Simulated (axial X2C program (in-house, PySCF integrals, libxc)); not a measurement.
# NaN⁻: bond curves with and without spin–orbit coupling

Aim: find the lowest determinant of NaN⁻, scan the bond at several levels and fit the constants, once spin-free and once with spin–orbit coupling.

The runs use an in-house X2C program for linear molecules on PySCF integrals; all-electron X2C, Na dyall-av3z, N dyall-av3z.

All values are calculated.

### 1 Set-up

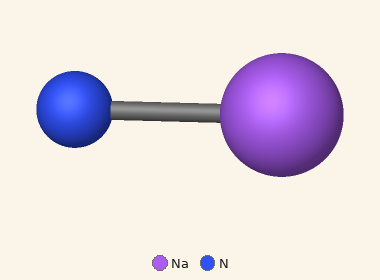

The two atoms at 2.200 Å (sodium purple, nitrogen blue).

Contents of task.json:

```json
{"zs": [11, 7], "q": -1, "bas": ["dyall-av3z", "dyall-av3z"], "levels": ["PBE0", "HF", "PBEsol"], "cc": true, "r0": 2.2, "thr": -2.0, "nmax": 90, "npts": 10, "nst": 2, "ntry": 6}
```

Keys: zs atomic numbers; q charge; bas basis sets; levels methods (HF also brings MP2); cc coupled cluster on or off; r0 starting distance in Å; thr threshold in hartree for freezing inner shells (an s shell follows its p shell); nmax most natural virtual spinors; npts points asked for on the curve; nst determinants followed; ntry starts of the search.

Command:

```sh
$ python so2c.py task.json out
```

Spin-free means the one-electron spin-free X2C Hamiltonian; two-component (2c) means X2C with spin–orbit coupling and atomic mean-field two-electron Coulomb and Gaunt terms. Basis: Na dyall-av3z contracted to [10s9p5d2f], N dyall-av3z contracted to [7s7p3d2f]; Gaussian nuclei, density fitting. Masses: Na 22.990 u, N 14.003 u.

Notation: σ, π±, δ± give the projection m of an orbital's angular momentum (0, ±1, ±2), α and β its spin, Λ and M_S the sums; ω is the projection of a spinor's total angular momentum and Ω the sum. Logs are in hartree.

The results follow Hamiltonian by Hamiltonian and level by level.

### 2 State search with PBE0

Determinants are compared with PBE0 at 2.200 Å.

Spin-free determinants:

```
ΔE (eV)             state                                  open shells
   0.00  M_S = 3/2, Λ = 0           beyond closed shells: σα, π+α, π-α
   0.05  M_S = 1/2, Λ = 0           beyond closed shells: σβ, π+α, π-α
   0.46  M_S = 3/2, Λ = 1  beyond closed shells: 2 × σα, π+α, π+β, π-α
   0.62  M_S = 3/2, Λ = 1           beyond closed shells: 2 × π+α, π-α
   1.46  M_S = 1/2, Λ = 0                     beyond closed shells: σα
   2.09  M_S = 3/2, Λ = 2          beyond closed shells: π+α, π-α, δ+α
   2.11  M_S = 1/2, Λ = 2          beyond closed shells: π+α, π-α, δ+β
```

Two-component determinants:

```
ΔE (eV)    state                                       open shells
   0.00  Ω = 3/2                     excess of +ω over −ω: ω = 3/2
   0.05  Ω = 1/2       excess of +ω over −ω: 2 × ω = -1/2, ω = 3/2
   0.45  Ω = 5/2        excess of +ω over −ω: 2 × ω = 1/2, ω = 3/2
   0.46  Ω = 1/2                     excess of +ω over −ω: ω = 1/2
   0.62  Ω = 5/2       excess of +ω over −ω: ω = -1/2, 2 × ω = 3/2
   1.27  Ω = 7/2        excess of +ω over −ω: ω = 1/2, 2 × ω = 3/2
   2.09  Ω = 7/2  excess of +ω over −ω: ω = -1/2, ω = 3/2, ω = 5/2
```

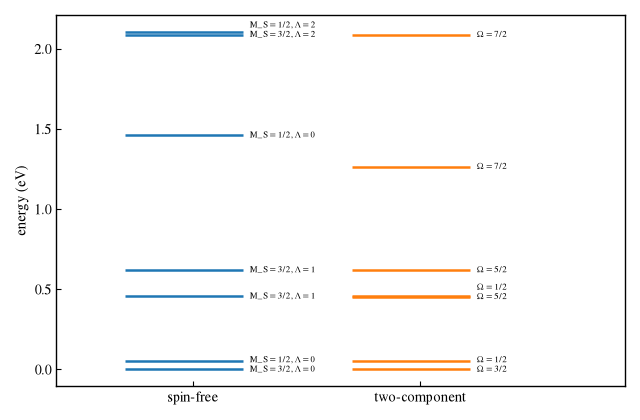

The determinants found, each set from its own lowest.

### 3 PBE0, spin-free

State followed: M_S = 3/2, Λ = 0 (beyond closed shells: σα, π+α, π-α). The scan is laid around 2.222 Å, a first estimate of the minimum, and this SCF restarts from the orbitals of the search.

Output at 2.222 Å:

```text
spin-free X2C-1e  PBE0
basis functions 133  fitting functions 664  grid points 4363
iter        total energy     max residual
   1       -216.888147789     3.52e-01
   2       -217.033022507     6.01e-03
   3       -217.032555842     8.40e-03
   4       -217.033491240     1.04e-03
   5       -217.033503207     3.36e-04
   6       -217.033504805     4.45e-05
   7       -217.033504891     1.76e-05
   8       -217.033504922     1.10e-05
   9       -217.033504929     1.83e-06
  10       -217.033504929     3.69e-07
converged
one-electron -342.53693707  Coulomb 128.43286850  exact exchange -5.17910399  xc functional -16.08815652  nuclear repulsion 18.33782414
```

Along the bond, energies from the lowest point:

| R (Å) | E (eV) | μ (D) | HOMO (eV) | LUMO (eV) | iterations |
| --- | --- | --- | --- | --- | --- |
| 1.933 | 0.4870 | 6.14 | 0.51 | 1.32 | 14 |
| 2.022 | 0.2471 | 5.74 | 0.50 | 1.33 | 13 |
| 2.089 | 0.1325 | 5.44 | 0.49 | 1.34 | 13 |
| 2.155 | 0.0595 | 5.15 | 0.49 | 1.35 | 11 |
| 2.222 | 0.0181 | 4.86 | 0.48 | 1.35 | 10 |
| 2.300 | 0.0000 | 4.54 | 0.46 | 1.36 | 12 |
| 2.377 | 0.0053 | 4.22 | 0.45 | 1.37 | 12 |
| 2.478 | 0.0356 | 3.85 | 0.43 | 1.38 | 12 |
| 2.600 | 0.0942 | 3.44 | 0.41 | 1.39 | 12 |
| 2.777 | 0.1979 | 2.96 | 0.38 | 1.40 | 13 |

Dipoles are positive if N is the positive end and refer to the centre of mass.

Outer orbitals at the reference distance:

| symmetry | occupied | ε (eV) | atomic character |
| --- | --- | --- | --- |
| π+α | yes | -27.36 | 100% Na p |
| π-α | yes | -27.36 | 100% Na p |
| π-β | yes | -27.34 | 100% Na p |
| π+β | yes | -27.34 | 100% Na p |
| σα | yes | -27.27 | 99% Na p |
| σβ | yes | -27.24 | 99% Na p |
| σα | yes | -15.12 | 88% N s, 5% Na p, 4% Na d |
| σβ | yes | -11.13 | 87% N s, 6% Na p, 4% Na d |
| π+α | yes | -3.07 | 95% N p, 3% Na d |
| π-α | yes | -3.07 | 95% N p, 3% Na d |
| σα | yes | -1.96 | 90% N p, 5% Na s, 2% Na p |
| σβ | yes | -0.49 | 84% N p, 11% Na s, 2% Na p |
| σα | yes | 0.48 | 68% Na s, 25% Na p, 4% N p |
| π+α | no | 1.35 | 100% Na p |
| π-α | no | 1.35 | 100% Na p |
| σα | no | 1.42 | 84% Na p, 16% Na s |
| σα | no | 1.66 | 82% Na s, 17% Na p |

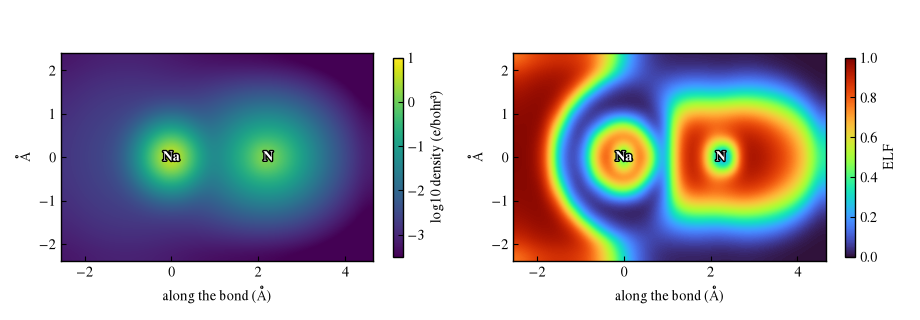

PBE0 fields in a plane through the axis, from a grid of 0.3 Å; Na lies at z = 0 and N at z = 2.222 Å; the ELF is damped to zero where the density is low.

Re = 2.317 Å, ωe = 334 cm⁻¹, ωexe = 4.18 cm⁻¹, Be = 0.3607 cm⁻¹, De = 1.17 eV, μ = 4.46 D.

### 4 HF, spin-free

Output at 2.222 Å:

```text
spin-free X2C-1e  HF
basis functions 133  fitting functions 664  grid points 4363
iter        total energy     max residual
   1       -216.482660368     3.70e-02
   2       -216.494125680     6.16e-03
   3       -216.495085215     1.87e-03
   4       -216.495306769     9.60e-04
   5       -216.495363181     3.32e-04
   6       -216.495377567     2.07e-04
   7       -216.495382000     1.01e-04
   8       -216.495382753     3.04e-05
   9       -216.495382861     1.09e-05
  10       -216.495382889     6.19e-06
  11       -216.495382901     1.57e-06
  12       -216.495382902     8.18e-07
converged
one-electron -342.63944710  Coulomb 128.60223466  exact exchange -20.79599460  xc functional 0.00000000  nuclear repulsion 18.33782414
```

No constants are quoted: the solution changes its character somewhere along the scan, so the fit is set aside.

### 5 PBEsol, spin-free

The SCF at the reference distance of 2.222 Å:

```text
spin-free X2C-1e  PBEsol
basis functions 133  fitting functions 664  grid points 4363
iter        total energy     max residual
   1       -216.417262333     3.65e-02
   2       -216.410608383     2.44e-02
   3       -216.389493545     4.11e-02
   4       -216.419766047     5.67e-03
   5       -216.420439089     4.19e-04
   6       -216.420436074     5.77e-04
   7       -216.420443644     2.40e-05
   8       -216.420443659     2.83e-05
   9       -216.420443673     1.07e-05
  10       -216.420443676     2.78e-06
  11       -216.420443676     5.67e-07
converged
one-electron -342.16387259  Coulomb 127.99203419  exact exchange 0.00000000  xc functional -20.58642942  nuclear repulsion 18.33782414
```

Re = 2.330 Å, ωe = 317 cm⁻¹, ωexe = 4.2 cm⁻¹, Be = 0.3568 cm⁻¹, De = 1.43 eV, μ = 5.58 D.

### 6 MP2 and beyond, spin-free

Correlated methods: 15 electrons correlated (frozen shells, counted by type: Na 1 s; N 1 s), 237 virtual spinors in MP2, 89 natural virtuals in coupled cluster.

Output of the correlated part at 2.222 Å:

```text
correlated 15  virtual 237  natural virtual 89  E(MP2) -0.424947088  MP2 remainder -0.036237904
iter   CCSD correlation   residual
   1     -0.402342779   7.79e-02
   2     -0.408583904   3.17e-02
   3     -0.409629411   1.43e-02
   4     -0.409543141   7.06e-03
   5     -0.409631902   3.31e-03
   6     -0.409671304   1.41e-03
   7     -0.409664451   5.56e-04
   8     -0.409670520   2.34e-04
   9     -0.409666302   9.06e-05
  10     -0.409666452   3.84e-05
  11     -0.409666145   1.26e-05
  12     -0.409666106   5.10e-06
  13     -0.409666082   2.15e-06
  14     -0.409666058   9.69e-07
  15     -0.409666050   5.19e-07
(T) -0.008131683  T1 0.0173  D1 0.0412  max T2 0.044
```

T1 in the output is the amplitude norm over the root of the electron number; divide by √2 for the Lee–Taylor value.

MP2: No constants are quoted: the reference changes its character somewhere along the scan, so the fit is set aside.

CCSD: No constants are quoted: the reference changes its character somewhere along the scan, so the fit is set aside.

CCSD(T): No constants are quoted: the reference changes its character somewhere along the scan, so the fit is set aside.

### 7 A higher determinant, spin-free

State: M_S = 1/2, Λ = 0 (beyond closed shells: σβ, π+α, π-α).

Output at the reference distance:

```text
spin-free X2C-1e  PBE0
basis functions 133  fitting functions 664  grid points 4363
iter        total energy     max residual
   1       -216.886757897     3.50e-01
   2       -217.031103890     6.47e-03
   3       -217.030690695     8.13e-03
   4       -217.031575770     9.65e-04
   5       -217.031585872     2.81e-04
   6       -217.031587195     1.54e-05
   7       -217.031587231     5.32e-06
   8       -217.031587241     3.17e-06
   9       -217.031587243     1.32e-06
  10       -217.031587244     3.07e-07
converged
one-electron -342.49964202  Coulomb 128.39870087  exact exchange -5.17969282  xc functional -16.08877741  nuclear repulsion 18.33782414
```

| R (Å) | E above the lowest PBE0 point (eV) |
| --- | --- |
| 1.933 | 0.529 |
| 2.022 | 0.291 |
| 2.089 | 0.179 |
| 2.155 | 0.108 |
| 2.222 | 0.070 |
| 2.300 | 0.057 |
| 2.377 | 0.068 |
| 2.478 | 0.106 |
| 2.600 | 0.177 |

Re = 2.300 Å, ωe = 353 cm⁻¹, ωexe = 3.47 cm⁻¹, Be = 0.3662 cm⁻¹, μ = 4.83 D. ⟨S²⟩ = 1.77 against 0.75 for a pure state, so this determinant mixes spins. Te = 0.06 eV.

### 8 The spin-free curves together

Energy (eV) of the followed determinant, spin-free, from each level's lowest point:

| R (Å) | PBE0 | HF (jumps) | MP2 (its reference jumps) | CCSD (its reference jumps) | CCSD(T) (its reference jumps) | PBEsol |
| --- | --- | --- | --- | --- | --- | --- |
| 1.933 | 0.487 | 0.529 | 0.484 | n/a | n/a | 0.483 |
| 2.022 | 0.247 | 0.270 | 0.241 | n/a | n/a | 0.249 |
| 2.089 | 0.132 | 0.146 | 0.125 | 0.133 | 0.135 | 0.136 |
| 2.155 | 0.059 | 0.067 | 0.053 | 0.057 | 0.059 | 0.063 |
| 2.222 | 0.018 | 0.021 | 0.013 | 0.016 | 0.018 | 0.021 |
| 2.300 | 0.000 | 0.000 | 0.000 | 0.000 | 0.000 | 0.000 |
| 2.377 | 0.005 | 0.004 | 0.014 | 0.004 | 0.003 | 0.002 |
| 2.478 | 0.036 | 0.032 | 0.065 | 0.034 | 0.033 | 0.027 |
| 2.600 | 0.094 | 0.081 | 0.217 | 0.105 | 0.108 | 0.078 |
| 2.777 | 0.198 | 0.047 | 1.000 | n/a | n/a | 0.171 |

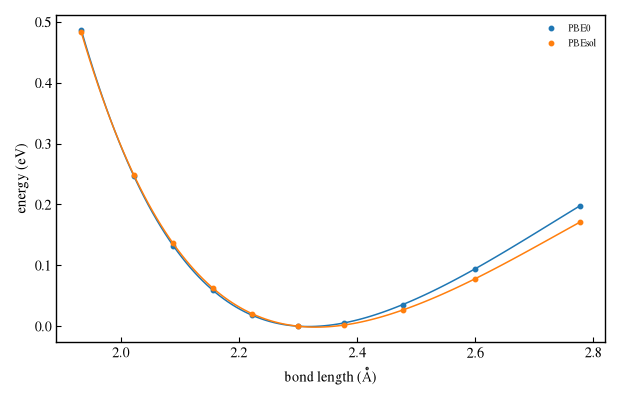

Curves of the followed state, spin-free, each from its own lowest point. Left out: HF, MP2, CCSD, CCSD(T).

### 9 PBE0, 2c

State followed: Ω = 3/2 (excess of +ω over −ω: ω = 3/2). The scan is laid around 2.222 Å, a first estimate of the minimum, and this SCF restarts from the orbitals of the search.

The SCF at the reference distance of 2.222 Å:

```text
two-component X2C + atomic mean field  PBE0
basis functions 133  fitting functions 664  grid points 4363
iter        total energy     max residual
   1       -216.869505003     3.55e-01
   2       -217.015297705     6.01e-03
   3       -217.014845079     8.32e-03
   4       -217.015759352     1.06e-03
   5       -217.015771711     3.39e-04
   6       -217.015773328     4.41e-05
   7       -217.015773413     1.74e-05
   8       -217.015773444     1.09e-05
   9       -217.015773451     1.78e-06
  10       -217.015773451     3.66e-07
converged
one-electron -342.48805093  Coulomb 128.41674163  exact exchange -5.17847696  xc functional -16.08620290  nuclear repulsion 18.33782414  atomic mean-field constant -0.01760843
```

Along the bond, energies from the lowest point:

| R (Å) | E (eV) | μ (D) | HOMO (eV) | LUMO (eV) | iterations |
| --- | --- | --- | --- | --- | --- |
| 1.933 | 0.9847 | -1.61 | 0.49 | 0.78 | 29 |
| 2.022 | 0.2474 | 5.74 | 0.50 | 1.33 | 13 |
| 2.089 | 0.1327 | 5.44 | 0.49 | 1.34 | 13 |
| 2.155 | 0.0596 | 5.15 | 0.49 | 1.35 | 13 |
| 2.222 | 0.0182 | 4.86 | 0.48 | 1.35 | 10 |
| 2.300 | 0.0000 | 4.54 | 0.46 | 1.36 | 13 |
| 2.377 | 0.0052 | 4.23 | 0.45 | 1.37 | 12 |
| 2.478 | 0.0355 | 3.85 | 0.43 | 1.38 | 12 |
| 2.600 | 0.0941 | 3.44 | 0.41 | 1.39 | 13 |
| 2.777 | 0.1977 | 2.96 | 0.38 | 1.40 | 13 |

Dipoles are positive if N is the positive end and refer to the centre of mass.

Outer spinors at the reference distance:

| ω | occupied | ε (eV) | atomic character | λ mixture |
| --- | --- | --- | --- | --- |
| -1/2 | yes | -27.43 | 100% Na p | 88% π, 12% σ |
| 1/2 | yes | -27.43 | 100% Na p | 82% π, 18% σ |
| 3/2 | yes | -27.30 | 100% Na p | 100% π |
| -3/2 | yes | -27.28 | 100% Na p | 100% π |
| 1/2 | yes | -27.23 | 99% Na p | 82% σ, 18% π |
| -1/2 | yes | -27.20 | 99% Na p | 88% σ, 12% π |
| 1/2 | yes | -15.12 | 88% N s, 5% Na p, 4% Na d | 100% σ |
| -1/2 | yes | -11.13 | 87% N s, 6% Na p, 4% Na d | 100% σ |
| -1/2 | yes | -3.08 | 95% N p, 3% Na d | 100% π |
| 3/2 | yes | -3.07 | 95% N p, 3% Na d | 100% π |
| 1/2 | yes | -1.96 | 90% N p, 5% Na s, 2% Na p | 100% σ |
| -1/2 | yes | -0.49 | 84% N p, 11% Na s, 2% Na p | 100% σ |
| 1/2 | yes | 0.48 | 68% Na s, 25% Na p, 4% N p | 100% σ |
| -1/2 | no | 1.35 | 100% Na p | 100% π |
| 3/2 | no | 1.35 | 100% Na p | 100% π |
| 1/2 | no | 1.42 | 84% Na p, 16% Na s | 100% σ |
| 1/2 | no | 1.66 | 82% Na s, 17% Na p | 100% σ |

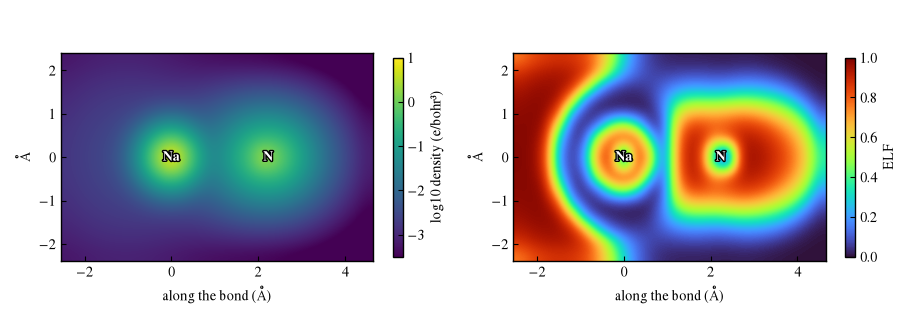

PBE0 fields in a plane through the axis, from a grid of 0.3 Å; Na lies at z = 0 and N at z = 2.222 Å; the ELF is damped to zero where the density is low.

No constants are quoted: the solution changes its character somewhere along the scan, so the fit is set aside.

### 10 HF, 2c

Output at 2.222 Å:

```text
two-component X2C + atomic mean field  HF
basis functions 133  fitting functions 664  grid points 4363
iter        total energy     max residual
   1       -216.465001428     3.71e-02
   2       -216.476464348     6.16e-03
   3       -216.477424000     1.87e-03
   4       -216.477645629     9.59e-04
   5       -216.477702067     3.32e-04
   6       -216.477716463     2.07e-04
   7       -216.477720904     1.01e-04
   8       -216.477721663     3.04e-05
   9       -216.477721774     1.09e-05
  10       -216.477721805     8.40e-06
  11       -216.477721820     7.06e-06
  12       -216.477721824     5.99e-06
  13       -216.477721826     4.51e-06
  14       -216.477721828     2.15e-06
  15       -216.477721829     6.38e-07
converged
one-electron -342.59076290  Coulomb 128.58631954  exact exchange -20.79349419  xc functional 0.00000000  nuclear repulsion 18.33782414  atomic mean-field constant -0.01760843
```

No constants are quoted: the solution changes its character somewhere along the scan, so the fit is set aside.

### 11 PBEsol, 2c

Output at 2.222 Å:

```text
two-component X2C + atomic mean field  PBEsol
basis functions 133  fitting functions 664  grid points 4363
iter        total energy     max residual
   1       -216.399569027     3.65e-02
   2       -216.392915778     2.44e-02
   3       -216.076818698     1.45e-01
   4       -216.402193197     2.78e-03
   5       -216.402629547     1.82e-03
   6       -216.402707394     1.37e-03
   7       -216.402745772     3.26e-04
   8       -216.402749600     6.82e-05
   9       -216.402749984     6.43e-06
  10       -216.402750012     9.74e-06
  11       -216.402750017     1.15e-06
  12       -216.402750018     8.92e-07
converged
one-electron -342.11500323  Coulomb 127.97592516  exact exchange 0.00000000  xc functional -20.58388767  nuclear repulsion 18.33782414  atomic mean-field constant -0.01760843
```

No constants are quoted: the solution changes its character somewhere along the scan, so the fit is set aside.

### 12 MP2 and beyond, 2c

Correlated methods: 15 electrons correlated (frozen shells, counted by type: Na 1 s; N 1 s), 237 virtual spinors in MP2, 90 natural virtuals in coupled cluster.

Output of the correlated part at 2.222 Å:

```text
correlated 15  virtual 237  natural virtual 90  E(MP2) -0.424907745  MP2 remainder -0.034651750
iter   CCSD correlation   residual
   1     -0.404034836   7.79e-02
   2     -0.410289827   3.17e-02
   3     -0.411334970   1.43e-02
   4     -0.411246857   7.06e-03
   5     -0.411335794   3.31e-03
   6     -0.411375611   1.41e-03
   7     -0.411368627   5.57e-04
   8     -0.411374669   2.35e-04
   9     -0.411370458   9.12e-05
  10     -0.411370619   3.92e-05
  11     -0.411370308   1.39e-05
  12     -0.411370267   6.95e-06
  13     -0.411370239   4.43e-06
  14     -0.411370201   3.20e-06
  15     -0.411370198   2.16e-06
(T) -0.008169724  T1 0.0173  D1 0.0412  max T2 0.044
```

MP2: No constants are quoted: the reference changes its character somewhere along the scan, so the fit is set aside.

CCSD: No constants are quoted: the reference changes its character somewhere along the scan, so the fit is set aside.

CCSD(T): No constants are quoted: the reference changes its character somewhere along the scan, so the fit is set aside.

### 13 A higher determinant, 2c

State: Ω = 1/2 (excess of +ω over −ω: 2 × ω = -1/2, ω = 3/2).

Output at the reference distance:

```text
two-component X2C + atomic mean field  PBE0
basis functions 133  fitting functions 664  grid points 4363
iter        total energy     max residual
   1       -216.868128424     3.52e-01
   2       -217.013378325     6.47e-03
   3       -217.012978052     8.04e-03
   4       -217.013842899     9.79e-04
   5       -217.013853319     2.83e-04
   6       -217.013854656     1.53e-05
   7       -217.013854689     5.05e-06
   8       -217.013854698     2.83e-06
   9       -217.013854701     1.21e-06
  10       -217.013854701     2.94e-07
converged
one-electron -342.45075925  Coulomb 128.38257924  exact exchange -5.17906610  xc functional -16.08682430  nuclear repulsion 18.33782414  atomic mean-field constant -0.01760843
```

| R (Å) | E above the lowest PBE0 point (eV) |
| --- | --- |
| 1.933 | 0.529 |
| 2.022 | 0.291 |
| 2.089 | 0.179 |
| 2.155 | 0.109 |
| 2.222 | 0.070 |
| 2.300 | 0.057 |
| 2.377 | 0.068 |
| 2.478 | 0.106 |
| 2.600 | 0.177 |

Re = 2.300 Å, ωe = 353 cm⁻¹, ωexe = 3.47 cm⁻¹, Be = 0.3662 cm⁻¹, μ = 4.83 D.

### 14 The 2c curves together

Energy (eV) of the followed determinant, 2c, from each level's lowest point:

| R (Å) | PBE0 (jumps) | HF (jumps) | MP2 (its reference jumps) | CCSD (its reference jumps) | CCSD(T) (its reference jumps) | PBEsol (jumps) |
| --- | --- | --- | --- | --- | --- | --- |
| 1.933 | 0.985 | 0.529 | 0.485 | n/a | n/a | 0.479 |
| 2.022 | 0.247 | 0.270 | 0.241 | 0.252 | 0.253 | 0.316 |
| 2.089 | 0.133 | 0.146 | 0.125 | 0.133 | 0.135 | 0.247 |
| 2.155 | 0.060 | 0.067 | 0.053 | 0.058 | 0.060 | 0.043 |
| 2.222 | 0.018 | 0.021 | 0.013 | 0.016 | 0.018 | 0.000 |
| 2.300 | 0.000 | 0.000 | 0.000 | 0.000 | 0.000 | 0.214 |
| 2.377 | 0.005 | 0.004 | 0.014 | 0.004 | 0.003 | 0.244 |
| 2.478 | 0.035 | 0.032 | 0.065 | 0.034 | 0.033 | 0.006 |
| 2.600 | 0.094 | 0.081 | 0.217 | n/a | n/a | 0.057 |
| 2.777 | 0.198 | 0.047 | 1.000 | n/a | n/a | 0.510 |

Time for the job: 2.2 min (1 thread of Arm Neoverse V2, shared host); peak memory 0.91 GiB.

### 15 Results

Lowest determinant that the search found at its distance, spin-free: M_S = 3/2, Λ = 0 (beyond closed shells: σα, π+α, π-α).

Lowest determinant that the search found at its distance, 2c: Ω = 3/2 (excess of +ω over −ω: ω = 3/2).

```csv
Hamiltonian,level,Re (Å),ωe (cm⁻¹),De (eV)
spin-free,PBE0,2.317,334,1.17
spin-free,PBEsol,2.330,317,1.43
```

No constants: spin-free HF (the solution changes its character somewhere along the scan, so the fit is set aside); spin-free MP2 (the reference changes its character somewhere along the scan, so the fit is set aside); spin-free CCSD (the reference changes its character somewhere along the scan, so the fit is set aside); spin-free CCSD(T) (the reference changes its character somewhere along the scan, so the fit is set aside); 2c PBE0 (the solution changes its character somewhere along the scan, so the fit is set aside); 2c HF (the solution changes its character somewhere along the scan, so the fit is set aside); 2c MP2 (the reference changes its character somewhere along the scan, so the fit is set aside); 2c CCSD (the reference changes its character somewhere along the scan, so the fit is set aside); 2c CCSD(T) (the reference changes its character somewhere along the scan, so the fit is set aside); 2c PBEsol (the solution changes its character somewhere along the scan, so the fit is set aside).

In words: Bond lengths run from 2.317 Å (spin-free PBE0) to 2.330 Å (spin-free PBEsol). The highest occupied level is positive at the mean-field levels quoted, so the basis may hold the extra electron and these numbers are no safe properties of the anion.

De refers to Na- + N, each in the lowest determinant found, which need not be this curve's own limit. Each curve is one determinant whose occupation by symmetry is held fixed; it was picked as the lowest of a PBE0 search that is not exhaustive. De is counted from the lowest determinant-based energies of the atoms at the same level, without counterpoise correction. With several unpaired electrons one determinant need not be a pure state.
